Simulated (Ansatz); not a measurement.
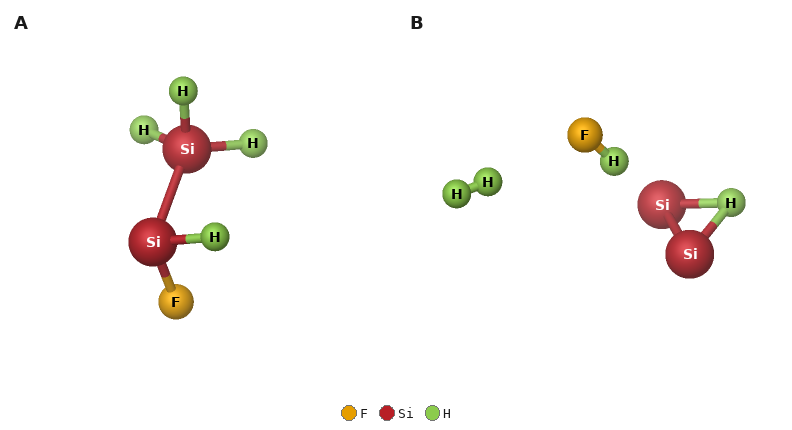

2 stationary structures of one formula. State: charge −1, singlet. Geometries: PBE0-D4/def2-TZVPD. Electronic energies: B3LYP-D4/def2-TZVPPD (Ansatz 0.2.0), without zero-point energy. No frequency run is at hand to confirm each as a minimum. Each is one conformer, not always the lowest.

Question: Which is lowest in energy, and by how much?

Answer: A is lowest (C1); B lies 68.2 kcal/mol above it (C1).
